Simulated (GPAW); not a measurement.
## InPd: optical spectrum from first principles

Aim: the dielectric function of InPd, and the optical constants that follow from it.

Main program and level: GPAW 26.7.0; DFT, PBE, plane-wave PAW (GPAW data sets), scalar-relativistic, RPA, optical limit.

## 1. The starting structure

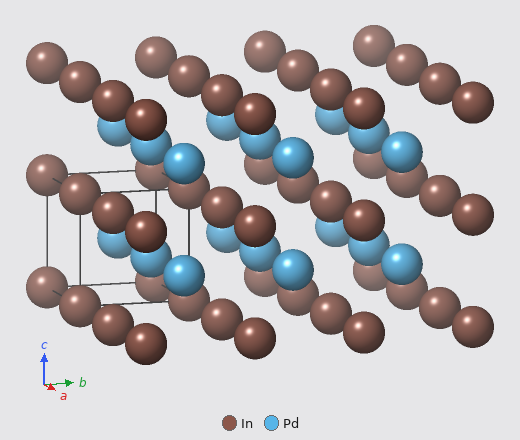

The cell as given, slightly off an axis (indium brown, palladium blue). 3×3×2 cells are drawn. Some periodic images of atoms are drawn too.

## 2. Ground state

First the ground state: is it a metal or has it a gap?

This step: DFT, PBE, plane-wave PAW (GPAW data sets), scalar-relativistic, ground state (GPAW 26.7.0).

gs.py

```python
from ase import Atoms
from ase.dft.bandgap import bandgap
from gpaw import GPAW, PW, FermiDirac

atoms = Atoms(['In', 'Pd'],
              cell=[[3.271884780000, 0.000000000000, 0.000000000000],
                    [0.000000000000, 3.271884780000, 0.000000000000],
                    [0.000000000000, 0.000000000000, 3.271884780000]],
              scaled_positions=[[0.000000000000, 0.000000000000, 0.000000000000],
                                [0.500000000000, 0.500000000000, 0.500000000000]],
              pbc=[True, True, True])
atoms.calc = GPAW(mode=PW(500), xc='PBE', kpts={'size': (7, 7, 7), 'gamma': True},
                  occupations=FermiDirac(0.05), maxiter=150, txt='gs.txt')
print('energy (eV)', atoms.get_potential_energy())
print('Fermi level (eV)', atoms.calc.get_fermi_level())
print('valence electrons', atoms.calc.get_number_of_electrons())
print('gap (eV)', bandgap(atoms.calc, output=None)[0])
print('direct gap (eV)', bandgap(atoms.calc, direct=True, output=None)[0])
atoms.calc.write('gs.gpw')
```

On the command line:

```sh
$ OMP_NUM_THREADS=1 python gs.py
```

Numbers of over 12 decimals in the logs are rounded to 6 here.

The log of the run:

```text
__  _  _
 | _ |_)|_||  |
 |__||  | ||/\| - 26.7.0

Versions:
  Python: 3.12.14
  ASE:    3.29.0
  Numpy:  2.5.5
  Scipy:  1.18.1
  Libxc:  7.0.0

Input parameters:
  mode=PW(ecut=500.0),
  kpts=MonkhorstPack(size=(7, 7, 7), gamma=True),
  maxiter=150,
  occupations=Occupations(name='fermi-dirac', width=0.05, fixmagmom=False),
  xc=XC(name='PBE')

Diagonalizing LCAO Hamiltonian
Converting LCAO to pw mode
   .-------.
  /|       |
 * |       |
 | |  Pd   |
 | .-------.
 |/       /
 In------*

Atoms  # Å, Bohr magnetons
|   | symbol |        x |        y |        z |    initial magnetic moments |
| 0 |     In | 0.000000 | 0.000000 | 0.000000 | ( 0.0000,  0.0000,  0.0000) |
| 1 |     Pd | 1.635942 | 1.635942 | 1.635942 | ( 0.0000,  0.0000,  0.0000) |

Unit cell  # Å
| periodic |        x |        y |        z |  lengths |    angles |
|      yes | 3.271885 | 0.000000 | 0.000000 | 3.271885 | 90.000000 |
|      yes | 0.000000 | 3.271885 | 0.000000 | 3.271885 | 90.000000 |
|      yes | 0.000000 | 0.000000 | 3.271885 | 3.271885 | 90.000000 |

Number of symmetries: 48
Symmetry operations  # r_c * U_cc + t_c -> r_c
|    | kind |            matrix            |
|  0 |  E   |  1, 0, 0,  0, 1, 0,  0, 0, 1 |
|  1 |  σ   |  1, 0, 0,  0, 1, 0,  0, 0,-1 |
|  2 |  σ   |  1, 0, 0,  0, 0, 1,  0, 1, 0 |
|  3 |  C4  |  1, 0, 0,  0, 0, 1,  0,-1, 0 |
|  4 |  C4  |  1, 0, 0,  0, 0,-1,  0, 1, 0 |
|  5 |  σ   |  1, 0, 0,  0, 0,-1,  0,-1, 0 |
|  6 |  σ   |  1, 0, 0,  0,-1, 0,  0, 0, 1 |
|  7 |  C2  |  1, 0, 0,  0,-1, 0,  0, 0,-1 |
|  8 |  σ   |  0, 1, 0,  1, 0, 0,  0, 0, 1 |
|  9 |  C2  |  0, 1, 0,  1, 0, 0,  0, 0,-1 |
| 10 |  C3  |  0, 1, 0,  0, 0, 1,  1, 0, 0 |
| 11 |  S6  |  0, 1, 0,  0, 0, 1, -1, 0, 0 |
| 12 |  S6  |  0, 1, 0,  0, 0,-1,  1, 0, 0 |
| 13 |  C3  |  0, 1, 0,  0, 0,-1, -1, 0, 0 |
| 14 |  C4  |  0, 1, 0, -1, 0, 0,  0, 0, 1 |
| 15 |  S4  |  0, 1, 0, -1, 0, 0,  0, 0,-1 |
| 16 |  C3  |  0, 0, 1,  1, 0, 0,  0, 1, 0 |
| 17 |  S6  |  0, 0, 1,  1, 0, 0,  0,-1, 0 |
| 18 |  σ   |  0, 0, 1,  0, 1, 0,  1, 0, 0 |
| 19 |  C4  |  0, 0, 1,  0, 1, 0, -1, 0, 0 |
| 20 |  C2  |  0, 0, 1,  0,-1, 0,  1, 0, 0 |
| 21 |  S4  |  0, 0, 1,  0,-1, 0, -1, 0, 0 |
| 22 |  S6  |  0, 0, 1, -1, 0, 0,  0, 1, 0 |
| 23 |  C3  |  0, 0, 1, -1, 0, 0,  0,-1, 0 |
| 24 |  S6  |  0, 0,-1,  1, 0, 0,  0, 1, 0 |
| 25 |  C3  |  0, 0,-1,  1, 0, 0,  0,-1, 0 |
| 26 |  C4  |  0, 0,-1,  0, 1, 0,  1, 0, 0 |
| 27 |  σ   |  0, 0,-1,  0, 1, 0, -1, 0, 0 |
| 28 |  S4  |  0, 0,-1,  0,-1, 0,  1, 0, 0 |
| 29 |  C2  |  0, 0,-1,  0,-1, 0, -1, 0, 0 |
| 30 |  C3  |  0, 0,-1, -1, 0, 0,  0, 1, 0 |
| 31 |  S6  |  0, 0,-1, -1, 0, 0,  0,-1, 0 |
| 32 |  C4  |  0,-1, 0,  1, 0, 0,  0, 0, 1 |
| 33 |  S4  |  0,-1, 0,  1, 0, 0,  0, 0,-1 |
| 34 |  S6  |  0,-1, 0,  0, 0, 1,  1, 0, 0 |
| 35 |  C3  |  0,-1, 0,  0, 0, 1, -1, 0, 0 |
| 36 |  C3  |  0,-1, 0,  0, 0,-1,  1, 0, 0 |
| 37 |  S6  |  0,-1, 0,  0, 0,-1, -1, 0, 0 |
| 38 |  σ   |  0,-1, 0, -1, 0, 0,  0, 0, 1 |
| 39 |  C2  |  0,-1, 0, -1, 0, 0,  0, 0,-1 |
| 40 |  σ   | -1, 0, 0,  0, 1, 0,  0, 0, 1 |
| 41 |  C2  | -1, 0, 0,  0, 1, 0,  0, 0,-1 |
| 42 |  C2  | -1, 0, 0,  0, 0, 1,  0, 1, 0 |
| 43 |  S4  | -1, 0, 0,  0, 0, 1,  0,-1, 0 |
| 44 |  S4  | -1, 0, 0,  0, 0,-1,  0, 1, 0 |
| 45 |  C2  | -1, 0, 0,  0, 0,-1,  0,-1, 0 |
| 46 |  C2  | -1, 0, 0,  0,-1, 0,  0, 0, 1 |
| 47 |  i   | -1, 0, 0,  0,-1, 0,  0, 0,-1 |

BZ-sampling:
  Number of BZ points: 343
  Number of IBZ points: 20

  Monkhorst-Pack size: [7, 7, 7]
  Monkhorst-Pack shift: [0, 0, 0]

K-points  # in reciprocal-cell coordinates
|     |                                coordinates |     weight |
|   0 | (  0.00000000,   0.00000000,   0.00000000) | 0.00291545 |
|   1 | (  0.14285714,   0.00000000,   0.00000000) | 0.01749271 |
|   2 | (  0.14285714,   0.14285714,   0.00000000) | 0.03498542 |
|   3 | (  0.14285714,   0.14285714,   0.14285714) | 0.02332362 |
|   4 | (  0.28571429,   0.00000000,   0.00000000) | 0.01749271 |
|   5 | (  0.28571429,   0.14285714,   0.00000000) | 0.06997085 |
|   6 | (  0.28571429,   0.14285714,   0.14285714) | 0.06997085 |
|   7 | (  0.28571429,   0.28571429,   0.00000000) | 0.03498542 |
|   8 | (  0.28571429,   0.28571429,   0.14285714) | 0.06997085 |
|   9 | (  0.28571429,   0.28571429,   0.28571429) | 0.02332362 |
| ... |                                            |            |
|  19 | (  0.42857143,   0.42857143,   0.42857143) | 0.02332362 |

Plane wave coefficients: 904
Cutoff: 500.0 eV

Spin-components: 1 (collinear spins)
Bands:           21
Projectors:      12
Spin-degeneracy: 2
Datatype:        complex128

Parallelization:
  kpt:    1
  domain: 1
  band:   1

Density:
  Valence electrons: 29.0
  Components: 1
  Grid points: [18 18 18]
  Charge: 0.0  # |e|

Potential:
  Grid points: [18 18 18]

species:
  In:
    name:    Indium
    id:
    Z:       49.0
    valence: 13
    core:    36
    charge:  0.0  # [|e|]
    compensation charges:
      type: gauss
      rc: 0.36  # [Å]
      lmax: 2
    cutoffs:
      filter: 2.09  # [Å]
      core: 2.48  # [Å]
    projectors
    | kind |    occ | energy [eV] | rcut [Å] |
    |   5s |  2.000 |      -8.203 |    1.185 |
    |   5p |  1.000 |      -2.521 |    1.244 |
    |   4d | 10.000 |     -18.629 |    1.148 |
    |    s |        |      19.008 |    1.185 |
    |    p |        |      24.691 |    1.244 |
    |    d |        |       8.583 |    1.148 |

    Using partial waves for In as LCAO basis

  Pd:
    name:    Palladium
    id:
    Z:       46.0
    valence: 16
    core:    30
    charge:  0.0  # [|e|]
    compensation charges:
      type: gauss
      rc: 0.38  # [Å]
      lmax: 2
    cutoffs:
      filter: 2.38  # [Å]
      core: 2.28  # [Å]
    projectors
    | kind |    occ | energy [eV] | rcut [Å] |
    |   5s |  0.000 |      -3.315 |    1.228 |
    |   4p |  6.000 |     -51.209 |    1.360 |
    |   5p |  0.000 |      -0.314 |    1.360 |
    |   4d | 10.000 |      -4.047 |    1.228 |
    |    s |        |      23.896 |    1.228 |
    |    d |        |      23.165 |    1.228 |

    Using partial waves for Pd as LCAO basis

Reference energy: -297202.910378  # eV

eigensolver:
  PPCG
  Converge bands: occupied
  niter=2

density mixing:
  MSR1-Mixer
  Pratt-step length: 0.05
  Maximum mixing coefficient: 0.75
  Old densities: 10
  SVD Regularization: 0.005
  Good broyden scale: 1.0
  Trust region scale: 1.0
  Backstep threshold: 4.0
  History deletion threshold: 6.0
  Fourier metric: weight=20.0, sigma=0.015

occupation numbers:
  Fermi-Dirac:
    width: 0.0500  # eV

poisson solver:
  ecut: 4000.0  # eV

xc functional:
  name: PBE with 2 nearest neighbor stencil

convergence criteria:
- Maximum [total energy] change in last 3 cyles: 0.0005 eV / valence electron
- Maximum integral of absolute [dens]ity change: 0.0001 electrons / valence electron
- Maximum integral of absolute [eigenst]ate change: 4e-08 eV^2 / valence electron
maximum number of iterations: 150

SCF iterations
|iter     |      energy | eigst |  dens |
|iter:   1||   -9.246893 | +0.35 |       |
|iter:   2||   -8.663788 | -1.72 | -1.05 |
|iter:   3||   -7.664045 | -0.91 | -1.13 |
|iter:   4||   -7.642350 | -2.72 | -1.76 |
|iter:   5||   -7.630869 | -2.85 | -1.89 |
|iter:   6||   -7.630558c| -4.15 | -2.61 |
|iter:   7||   -7.630561c| -6.30 | -3.75 |
|iter:   8||   -7.630561c| -6.74 | -4.11c|
|iter:   9||   -7.630561c| -7.66c| -4.80c|

Converged in 9 steps
SCF loop duration: 5.524 s (0.614 s/step)
Energy contributions relative to reference atoms: (reference = -297202.910378)

Energy contributions:
  Kinetic:          14.152072
  Coulomb:         -15.969262
  Zero:             -0.010158
  External:          0.000000
  Xc:               -5.799374
  Entropy:          -0.007679
  Spinorbit:         0.000000
  ----------------------------
  Free energy:      -7.634401
  Extrapolated:     -7.630561

dipole moment: (-10.971707, -10.971707, -10.971707)  # |e|*Ang

Fermi level: 10.164
Eigenvalues  # (at kpt = [0.000, 0.000, 0.000])
| band index |      eig [eV] | occ [0-2] |
|          0 |       -40.363 |     2.000 |
|        ... |               |           |
|          6 |        -4.498 |     2.000 |
|          7 |        -4.498 |     2.000 |
|          8 |        -0.104 |     2.000 |
|          9 |         6.133 |     2.000 |
|         10 |         6.133 |     2.000 |
|         11 |         7.683 |     2.000 |
|         12 |         7.683 |     2.000 |
|         13 |         7.683 |     2.000 |
|         14 |        14.156 |     0.000 |
|         15 |        14.156 |     0.000 |
|         16 |        14.156 |     0.000 |
|         17 |        19.413 |     0.000 |
|         18 |        20.521 |     0.000 |
|         19 |        20.521 |     0.000 |
|         20 |        31.371 |     0.000 |

No gap
No difference between direct/indirect transitions

--- standard output ---
energy (eV) -7.630561
Fermi level (eV) 10.163839
valence electrons 29.0
gap (eV) 0.0
direct gap (eV) 0.0
```

It took 7.1 s on 1 thread of Arm Neoverse V2, shared host; peak memory 0.14 GiB.

Numbers from this step:

* energy: -7.631 eV
* Fermi energy: 10.16 eV
* electrons: 29

There are states at the Fermi level within the smearing, so the occupations stay smeared and the carriers get a Drude term.

## 3. Bands for the response

At the fixed density, many empty bands are solved on the mesh of the response, since the spectrum sums over them.

This step: DFT, PBE, plane-wave PAW (GPAW data sets), scalar-relativistic, bands at fixed density (GPAW 26.7.0).

nscf.py

```python
from ase.dft.bandgap import bandgap
from gpaw import GPAW, FermiDirac

calc = GPAW('gs.gpw').fixed_density(kpts={'size': (13, 13, 13), 'gamma': True}, nbands=40, convergence={'bands': 34},
                                    occupations=FermiDirac(0.05), txt='nscf.txt')
print('gap (eV)', bandgap(calc, output=None)[0])
print('direct gap (eV)', bandgap(calc, direct=True, output=None)[0])
print('top band over the Fermi level (eV)', min(calc.get_eigenvalues(kpt=k)[33] for k in range(len(calc.get_ibz_k_points()))) - calc.get_fermi_level())
calc.write('full.gpw', mode='all')
```

On the command line:

```sh
$ OMP_NUM_THREADS=1 python nscf.py
```

The log of the run:

```text
Diagonalizing LCAO Hamiltonian
Converting LCAO to pw mode
convergence criteria:
- Maximum integral of absolute [eigenst]ate change: 4e-08 eV^2 / valence electron
maximum number of iterations: 150

SCF iterations
|iter     |      energy | eigst |  dens |
|iter:   1||             | +3.23 |       |
|iter:   2||             | +1.65 |       |
|iter:   3||             | +0.66 |       |
|iter:   4||             | -0.09 |       |
|iter:   5||             | -0.39 |       |
|iter:   6||             | -0.42 |       |
|iter:   7||             | -0.34 |       |
|iter:   8||             | -0.53 |       |
|iter:   9||             | -1.06 |       |
|iter:  10||             | -1.76 |       |
|iter:  11||             | -2.02 |       |
|iter:  12||             | -2.97 |       |
|iter:  13||             | -3.58 |       |
|iter:  14||             | -4.07 |       |
|iter:  15||             | -4.51 |       |
|iter:  16||             | -4.93 |       |
|iter:  17||             | -5.34 |       |
|iter:  18||             | -5.75 |       |
|iter:  19||             | -6.15 |       |
|iter:  20||             | -6.56 |       |
|iter:  21||             | -6.92 |       |
|iter:  22||             | -7.26 |       |
|iter:  23||             | -7.52c|       |
SCF steps: 23
  __  _  _
 | _ |_)|_||  |
 |__||  | ||/\| - 26.7.0

Versions:
  Python: 3.12.14
  ASE:    3.29.0
  Numpy:  2.5.5
  Scipy:  1.18.1
  Libxc:  7.0.0

Input parameters:
  mode=PW(ecut=500.0),
  convergence={'bands': 34},
  gpts=array([18, 18, 18]),
  kpts=MonkhorstPack(size=(13, 13, 13), gamma=True),
  maxiter=150,
  nbands=40,
  occupations=Occupations(name='fermi-dirac', width=0.05, fixmagmom=False),
  parallel={},
  xc=XC(name='PBE')

--- standard output ---
gap (eV) 0.0
direct gap (eV) 0.0
top band over the Fermi level (eV) 29.588884
```

The job ended after 1.7 min (1 thread; peak memory 0.21 GiB).

(Continued in part 2 of 2.)

[Machine, clock and banner lines and Python warnings are left out of the logs.]

[Logs are printed without paths, hosts, clocks, repeated set-up lines and the standing remarks that a program may print on its own settings, such as how far it seeks lower states.]

[Hosts, paths, dates, database ids (printed as entryN), source tags and the programs' standing remarks are cut or masked in the printed files.]
